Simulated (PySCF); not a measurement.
Saddle-point search, with input and output: C$_{2}$H$_{4}$NSi (charge −1) (part 4 of 4)

The same run, continued: C$_{2}$H$_{4}$NSi, charge −1; HF/LANL2DZ, RHF, dispersion D4, core potentials lanl2dz (PySCF 2.14.0). 

Geometry of the input (Å):
```
C  0.2791  1.8539  -1.1894
C  0.1775  1.0834  -0.2607
Si 0.5512  -0.1699  1.0814
N  -0.1004  -1.7242  0.4693
H  0.3019  2.5461  -1.9946
H  -0.8528  0.9799  1.2378
H  0.4345  -2.0671  -0.3206
H  -1.0743  -1.6950  0.1685
```

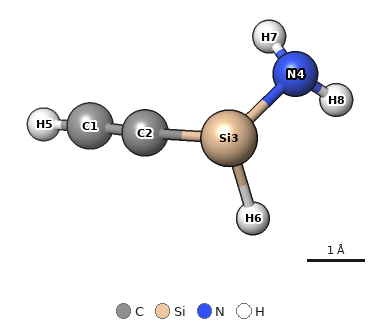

**Figure 1.** The geometry at step 14 of the log (ball-and-stick view, seen at a tilt; atoms are numbered from 1 in the order of the input).

## Trajectory as extended XYZ (Å, eV, eV/Å), 26 of the 27 frames kept, from step=0 to step=26
```
8
Properties=species:S:1:pos:R:3:forces:R:3 step=0 energy=-3703.83776
C     0.2791    1.8539   -1.1894   -0.3843   1.6622  -1.7803
C     0.1775    1.0834   -0.2607    2.2370  -1.3177  -1.3901
Si    0.5512   -0.1699    1.0814   -0.7176   2.1622   1.6287
N    -0.1004   -1.7242    0.4693   -1.4078  -0.0763  -1.4787
H     0.3019    2.5461   -1.9946   -0.1116  -0.1508   0.3680
H    -0.8528    0.9799    1.2378   -0.0797  -1.7653   1.8914
H     0.4345   -2.0671   -0.3206    0.0320  -0.2268   0.4245
H    -1.0743   -1.6950    0.1685    0.4321  -0.2875   0.3365
8
Properties=species:S:1:pos:R:3:forces:R:3 step=1 energy=-3703.91508
C     0.2828    1.8536   -1.1950   -0.4000   1.3840  -1.4628
C     0.1834    1.0835   -0.2618    2.2270  -1.0632  -1.5842
Si    0.5494   -0.1672    1.0891   -0.7971   2.1434   1.5600
N    -0.0975   -1.7221    0.4672   -1.3554  -0.0496  -1.4296
H     0.3020    2.5440   -2.0010   -0.1068  -0.1348   0.3413
H    -0.8651    0.9681    1.2489   -0.0199  -1.7735   1.8375
H     0.4342   -2.0559   -0.3283    0.0483  -0.2338   0.4129
H    -1.0725   -1.6970    0.1727    0.4038  -0.2725   0.3249
8
Properties=species:S:1:pos:R:3:forces:R:3 step=2 energy=-3704.01827
C     0.2881    1.8527   -1.2025   -0.4137   1.0711  -1.1027
C     0.1918    1.0838   -0.2638    2.2005  -0.7807  -1.7735
Si    0.5469   -0.1630    1.0995   -0.9042   2.1145   1.4641
N    -0.0933   -1.7188    0.4641   -1.2841  -0.0153  -1.3617
H     0.3022    2.5407   -2.0095   -0.0991  -0.1152   0.3057
H    -0.8821    0.9513    1.2641    0.0643  -1.7800   1.7617
H     0.4331   -2.0397   -0.3396    0.0704  -0.2423   0.3968
H    -1.0701   -1.6999    0.1793    0.3659  -0.2521   0.3095
8
Properties=species:S:1:pos:R:3:forces:R:3 step=3 energy=-3704.15470
C     0.2957    1.8469   -1.2181   -0.4211   0.7455  -0.7276
C     0.2037    1.0838   -0.2698    2.1447  -0.5009  -1.9125
Si    0.5431   -0.1529    1.1148   -1.0458   2.0721   1.3233
N    -0.0874   -1.7119    0.4654   -1.1874   0.0230  -1.2692
H     0.3026    2.5289   -2.0288   -0.0868  -0.0918   0.2595
H    -0.9060    0.9320    1.2828    0.1816  -1.7736   1.6595
H     0.4315   -2.0169   -0.3486    0.0990  -0.2505   0.3757
H    -1.0666   -1.7029    0.1940    0.3159  -0.2238   0.2913
8
Properties=species:S:1:pos:R:3:forces:R:3 step=4 energy=-3704.32918
C     0.3068    1.8415   -1.2342   -0.4167   0.4517  -0.3773
C     0.2208    1.0849   -0.2768    2.0382  -0.2574  -1.9405
Si    0.5378   -0.1412    1.1339   -1.2232   1.9980   1.1372
N    -0.0789   -1.7033    0.4625   -1.0624   0.0703  -1.1464
H     0.3043    2.5176   -2.0481   -0.0680  -0.0676   0.2022
H    -0.9387    0.9003    1.3090    0.3427  -1.7486   1.5106
H     0.4266   -1.9831   -0.3679    0.1353  -0.2586   0.3459
H    -1.0620   -1.7096    0.2133    0.2541  -0.1878   0.2684
8
Properties=species:S:1:pos:R:3:forces:R:3 step=5 energy=-3704.49624
C     0.3186    1.8355   -1.2502   -0.4017   0.2650  -0.1465
C     0.2390    1.0865   -0.2847    1.9020  -0.1161  -1.8436
Si    0.5316   -0.1280    1.1529   -1.3833   1.9045   0.9481
N    -0.0698   -1.6938    0.4594   -0.9403   0.1102  -1.0253
H     0.3067    2.5057   -2.0676   -0.0474  -0.0496   0.1495
H    -0.9724    0.8658    1.3351    0.5049  -1.6984   1.3535
H     0.4196   -1.9465   -0.3884    0.1681  -0.2615   0.3152
H    -1.0568   -1.7181    0.2352    0.1976  -0.1541   0.2491
8
Properties=species:S:1:pos:R:3:forces:R:3 step=6 energy=-3704.64665
C     0.3305    1.8295   -1.2657   -0.3810   0.1592  -0.0092
C     0.2571    1.0886   -0.2931    1.7502  -0.0488  -1.6714
Si    0.5245   -0.1139    1.1705   -1.5152   1.7968   0.7692
N    -0.0606   -1.6839    0.4564   -0.8287   0.1421  -0.9132
H     0.3100    2.4939   -2.0864   -0.0267  -0.0377   0.1046
H    -1.0047    0.8306    1.3594    0.6559  -1.6273   1.2000
H     0.4109   -1.9094   -0.4083    0.1952  -0.2593   0.2858
H    -1.0510   -1.7285    0.2589    0.1504  -0.1250   0.2343
8
Properties=species:S:1:pos:R:3:forces:R:3 step=7 energy=-3704.78202
C     0.3424    1.8240   -1.2808   -0.3575   0.1042   0.0673
C     0.2748    1.0911   -0.3019    1.5884  -0.0254  -1.4604
Si    0.5161   -0.0988    1.1866   -1.6199   1.6773   0.6039
N    -0.0514   -1.6737    0.4535   -0.7283   0.1677  -0.8100
H     0.3143    2.4830   -2.1046   -0.0066  -0.0309   0.0671
H    -1.0354    0.7945    1.3822    0.7949  -1.5397   1.0513
H     0.4003   -1.8721   -0.4277    0.2166  -0.2526   0.2575
H    -1.0444   -1.7410    0.2842    0.1124  -0.1007   0.2231
8
Properties=species:S:1:pos:R:3:forces:R:3 step=8 energy=-3704.90413
C     0.3542    1.8193   -1.2954   -0.3333   0.0796   0.1064
C     0.2916    1.0941   -0.3110    1.4217  -0.0253  -1.2370
Si    0.5060   -0.0829    1.2012   -1.6991   1.5496   0.4561
N    -0.0422   -1.6632    0.4507   -0.6397   0.1882  -0.7157
H     0.3198    2.4731   -2.1224    0.0126  -0.0282   0.0367
H    -1.0640    0.7575    1.4037    0.9221  -1.4403   0.9085
H     0.3878   -1.8348   -0.4463    0.2325  -0.2423   0.2306
H    -1.0367   -1.7560    0.3111    0.0833  -0.0812   0.2144
8
Properties=species:S:1:pos:R:3:forces:R:3 step=9 energy=-3705.01549
C     0.3657    1.8155   -1.3098   -0.3094   0.0717   0.1236
C     0.3072    1.0978   -0.3203    1.2538  -0.0357  -1.0194
Si    0.4939   -0.0660    1.2142   -1.7554   1.4177   0.3292
N    -0.0330   -1.6525    0.4480   -0.5635   0.2038  -0.6302
H     0.3270    2.4643   -2.1399    0.0303  -0.0286   0.0127
H    -1.0900    0.7195    1.4239    1.0385  -1.3334   0.7722
H     0.3734   -1.7980   -0.4639    0.2433  -0.2290   0.2049
H    -1.0275   -1.7735    0.3395    0.0624  -0.0665   0.2070
8
Properties=species:S:1:pos:R:3:forces:R:3 step=10 energy=-3705.11895
C     0.3767    1.8130   -1.3237   -0.2861   0.0719   0.1288
C     0.3207    1.1024   -0.3297    1.0884  -0.0485  -0.8187
Si    0.4792   -0.0481    1.2255   -1.7877   1.2832   0.2245
N    -0.0240   -1.6415    0.4453   -0.4997   0.2148  -0.5532
H     0.3358    2.4568   -2.1572    0.0461  -0.0310  -0.0052
H    -1.1124    0.6803    1.4425    1.1408  -1.2208   0.6435
H     0.3571   -1.7620   -0.4805    0.2496  -0.2135   0.1806
H    -1.0165   -1.7938    0.3693    0.0486  -0.0561   0.1997
8
Properties=species:S:1:pos:R:3:forces:R:3 step=11 energy=-3705.21695
C     0.3869    1.8118   -1.3370   -0.2638   0.0751   0.1281
C     0.3317    1.1079   -0.3387    0.9282  -0.0599  -0.6414
Si    0.4614   -0.0292    1.2352   -1.7803   1.1417   0.1403
N    -0.0151   -1.6303    0.4428   -0.4476   0.2212  -0.4833
H     0.3465    2.4506   -2.1742    0.0597  -0.0344  -0.0180
H    -1.1306    0.6404    1.4590    1.2114  -1.0984   0.5253
H     0.3390   -1.7273   -0.4958    0.2517  -0.1960   0.1576
H    -1.0032   -1.8169    0.4004    0.0406  -0.0493   0.1914
8
Properties=species:S:1:pos:R:3:forces:R:3 step=12 energy=-3705.30774
C     0.3960    1.8118   -1.3494   -0.2428   0.0782   0.1262
C     0.3395    1.1145   -0.3471    0.7775  -0.0675  -0.4928
Si    0.4407   -0.0096    1.2431   -1.7078   0.9856   0.0731
N    -0.0062   -1.6188    0.4402   -0.4055   0.2234  -0.4194
H     0.3591    2.4455   -2.1905    0.0707  -0.0381  -0.0265
H    -1.1450    0.6009    1.4727    1.2212  -0.9594   0.4222
H     0.3193   -1.6943   -0.5102    0.2496  -0.1765   0.1355
H    -0.9868   -1.8429    0.4328    0.0372  -0.0457   0.1816
8
Properties=species:S:1:pos:R:3:forces:R:3 step=14 energy=-3705.45852
C     0.4115    1.8158   -1.3720   -0.1965   0.0823   0.1112
C     0.3451    1.1310   -0.3625    0.4960  -0.0762  -0.2620
Si    0.3909    0.0325    1.2526   -1.3263   0.6230  -0.0174
N     0.0139   -1.5942    0.4333   -0.3380   0.2141  -0.2965
H     0.3927    2.4373   -2.2226    0.0812  -0.0421  -0.0321
H    -1.1694    0.5245    1.4938    1.0145  -0.6269   0.2524
H     0.2703   -1.6326   -0.5389    0.2278  -0.1280   0.0894
H    -0.9384   -1.9073    0.5079    0.0412  -0.0462   0.1550
8
Properties=species:S:1:pos:R:3:forces:R:3 step=15 energy=-3705.50762
C     0.4166    1.8195   -1.3811   -0.1708   0.0828   0.0944
C     0.3428    1.1395   -0.3694    0.3798  -0.0775  -0.1820
Si    0.3666    0.0515    1.2530   -1.0744   0.4587  -0.0336
N     0.0228   -1.5823    0.4291   -0.3095   0.2014  -0.2437
H     0.4120    2.4349   -2.2363    0.0787  -0.0408  -0.0299
H    -1.1797    0.4934    1.5025    0.8423  -0.4726   0.1870
H     0.2445   -1.6093   -0.5513    0.2079  -0.1037   0.0687
H    -0.9090   -1.9401    0.5451    0.0460  -0.0482   0.1391
8
Properties=species:S:1:pos:R:3:forces:R:3 step=16 energy=-3705.54362
C     0.4200    1.8245   -1.3892   -0.1422   0.0779   0.0760
C     0.3376    1.1477   -0.3763    0.2765  -0.0735  -0.1211
Si    0.3428    0.0691    1.2510   -0.8041   0.3119  -0.0361
N     0.0303   -1.5706    0.4245   -0.2794   0.1835  -0.1957
H     0.4327    2.4338   -2.2486    0.0712  -0.0371  -0.0255
H    -1.1887    0.4663    1.5110    0.6452  -0.3325   0.1310
H     0.2186   -1.5910   -0.5623    0.1824  -0.0806   0.0499
H    -0.8767   -1.9728    0.5816    0.0505  -0.0497   0.1214
8
Properties=species:S:1:pos:R:3:forces:R:3 step=17 energy=-3705.56892
C     0.4217    1.8309   -1.3964   -0.1090   0.0667   0.0555
C     0.3298    1.1557   -0.3836    0.1844  -0.0640  -0.0741
Si    0.3199    0.0852    1.2468   -0.5288   0.1847  -0.0286
N     0.0358   -1.5590    0.4196   -0.2441   0.1603  -0.1518
H     0.4548    2.4342   -2.2595    0.0581  -0.0304  -0.0194
H    -1.1968    0.4434    1.5195    0.4352  -0.2086   0.0835
H     0.1930   -1.5781   -0.5720    0.1511  -0.0591   0.0331
H    -0.8416   -2.0053    0.6173    0.0532  -0.0497   0.1018
8
Properties=species:S:1:pos:R:3:forces:R:3 step=18 energy=-3705.58575
C     0.4213    1.8394   -1.4030   -0.0683   0.0478   0.0307
C     0.3196    1.1632   -0.3920    0.1011  -0.0498  -0.0349
Si    0.2981    0.0998    1.2400   -0.2640   0.0799  -0.0134
N     0.0380   -1.5473    0.4142   -0.1965   0.1309  -0.1103
H     0.4785    2.4368   -2.2689    0.0381  -0.0196  -0.0119
H    -1.2037    0.4248    1.5287    0.2259  -0.1022   0.0437
H     0.1688   -1.5715   -0.5801    0.1125  -0.0398   0.0168
H    -0.8039   -2.0382    0.6527    0.0510  -0.0472   0.0793
8
Properties=species:S:1:pos:R:3:forces:R:3 step=19 energy=-3705.59673
C     0.4177    1.8539   -1.4096   -0.0069   0.0198  -0.0151
C     0.3064    1.1713   -0.4043    0.0157  -0.0410   0.0198
Si    0.2782    0.1120    1.2279   -0.0143   0.0059   0.0084
N     0.0311   -1.5350    0.4084   -0.1098   0.0882  -0.0620
H     0.5059    2.4459   -2.2765    0.0052  -0.0004  -0.0022
H    -1.2069    0.4115    1.5410    0.0200  -0.0070   0.0129
H     0.1497   -1.5789   -0.5853    0.0595  -0.0243  -0.0089
H    -0.7655   -2.0737    0.6901    0.0305  -0.0412   0.0470
8
Properties=species:S:1:pos:R:3:forces:R:3 step=20 energy=-3705.59968
C     0.4148    1.8643   -1.4102    0.0127   0.0139  -0.0334
C     0.3015    1.1752   -0.4096   -0.0191  -0.0372   0.0430
Si    0.2738    0.1120    1.2204    0.0777   0.0050   0.0111
N     0.0176   -1.5292    0.4028   -0.0475   0.0463  -0.0255
H     0.5108    2.4586   -2.2747   -0.0040   0.0028   0.0025
H    -1.2016    0.4098    1.5517   -0.0536   0.0213   0.0064
H     0.1595   -1.5964   -0.5853    0.0294  -0.0187  -0.0230
H    -0.7598   -2.0872    0.6964    0.0043  -0.0333   0.0189
8
Properties=species:S:1:pos:R:3:forces:R:3 step=21 energy=-3705.60104
C     0.4059    1.8680   -1.4126    0.0097  -0.0006  -0.0105
C     0.2983    1.1769   -0.4124   -0.0135  -0.0099   0.0146
Si    0.2837    0.1103    1.2159    0.0089   0.0215   0.0083
N     0.0071   -1.5251    0.3997   -0.0160   0.0098   0.0005
H     0.4959    2.4640   -2.2766   -0.0038   0.0025   0.0009
H    -1.1901    0.4182    1.5654    0.0081  -0.0026  -0.0007
H     0.1816   -1.6166   -0.5808    0.0138  -0.0090  -0.0096
H    -0.7656   -2.0886    0.6932   -0.0072  -0.0116  -0.0035
8
Properties=species:S:1:pos:R:3:forces:R:3 step=22 energy=-3705.60115
C     0.4045    1.8615   -1.4212   -0.0112  -0.0079   0.0268
C     0.2972    1.1760   -0.4166    0.0027   0.0185  -0.0305
Si    0.2856    0.1165    1.2153   -0.0126   0.0096   0.0042
N     0.0035   -1.5197    0.4039   -0.0029  -0.0066   0.0067
H     0.4875    2.4560   -2.2870    0.0054  -0.0057  -0.0008
H    -1.1872    0.4299    1.5681    0.0197  -0.0089  -0.0015
H     0.1873   -1.6228   -0.5737    0.0050  -0.0004   0.0017
H    -0.7616   -2.0904    0.7028   -0.0062   0.0014  -0.0066
8
Properties=species:S:1:pos:R:3:forces:R:3 step=23 energy=-3705.60110
C     0.4058    1.8613   -1.4205    0.0012  -0.0066   0.0080
C     0.2971    1.1764   -0.4160   -0.0015   0.0084  -0.0111
Si    0.2828    0.1175    1.2161   -0.0165   0.0057   0.0045
N     0.0036   -1.5192    0.4039   -0.0025  -0.0028   0.0032
H     0.4944    2.4530   -2.2876   -0.0010   0.0009  -0.0005
H    -1.1910    0.4300    1.5660    0.0197  -0.0070  -0.0023
H     0.1829   -1.6194   -0.5750    0.0034  -0.0003   0.0021
H    -0.7589   -2.0925    0.7047   -0.0028   0.0017  -0.0040
8
Properties=species:S:1:pos:R:3:forces:R:3 step=24 energy=-3705.60114
C     0.4039    1.8627   -1.4196   -0.0025  -0.0015   0.0061
C     0.2965    1.1769   -0.4156   -0.0013   0.0049  -0.0079
Si    0.2844    0.1164    1.2157   -0.0098   0.0057   0.0015
N     0.0041   -1.5196    0.4027   -0.0017  -0.0049   0.0047
H     0.4898    2.4559   -2.2860    0.0014  -0.0009  -0.0009
H    -1.1885    0.4279    1.5676    0.0138  -0.0054   0.0000
H     0.1857   -1.6206   -0.5755    0.0043  -0.0006   0.0018
H    -0.7592   -2.0924    0.7024   -0.0041   0.0028  -0.0054
8
Properties=species:S:1:pos:R:3:forces:R:3 step=25 energy=-3705.60112
C     0.4053    1.8642   -1.4167   -0.0050   0.0015   0.0048
C     0.2965    1.1773   -0.4135    0.0002   0.0024  -0.0051
Si    0.2823    0.1148    1.2166    0.0064   0.0008  -0.0041
N     0.0047   -1.5204    0.4003   -0.0021  -0.0012   0.0045
H     0.4916    2.4587   -2.2821    0.0026  -0.0027   0.0000
H    -1.1901    0.4249    1.5665   -0.0028  -0.0015   0.0026
H     0.1841   -1.6176   -0.5788    0.0041  -0.0012   0.0006
H    -0.7577   -2.0949    0.6993   -0.0033   0.0018  -0.0035
8
Properties=species:S:1:pos:R:3:forces:R:3 step=26 energy=-3705.60111
C     0.4053    1.8649   -1.4159   -0.0014   0.0009   0.0005
C     0.2964    1.1776   -0.4131   -0.0003  -0.0005  -0.0008
Si    0.2823    0.1144    1.2165   -0.0037   0.0018  -0.0020
N     0.0046   -1.5205    0.3997   -0.0009  -0.0007   0.0035
H     0.4929    2.4590   -2.2815    0.0006  -0.0002  -0.0004
H    -1.1908    0.4244    1.5664    0.0050  -0.0024   0.0017
H     0.1831   -1.6172   -0.5796    0.0037  -0.0010   0.0006
H    -0.7570   -2.0956    0.6992   -0.0030   0.0021  -0.0031
```

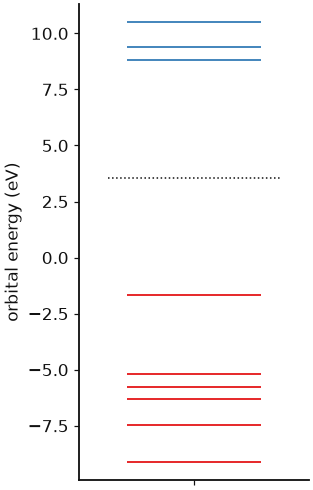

**Figure 2.** Orbital energies near the frontier; the dotted line parts filled from empty levels, and levels within 0.02 eV of each other stand side by side. Highest filled −1.66 eV, lowest empty 8.79 eV, 10.45 eV apart.

## Results in brief

- outcome: converged
- total energy: −136.178329 hartree
- dispersion energy: −0.024557 hartree
- basis functions: 43
- HOMO: −1.66 eV
- LUMO: 8.79 eV
- hardware: 1 thread of Intel Xeon @ 2.50GHz (Skylake/Cascade Lake), 189 GiB of memory available, shared host
- wall time: 1.9 min
- peak memory: 0.26 GiB

The record of the run, not the program, notes: dipole of an ion depends on the origin.
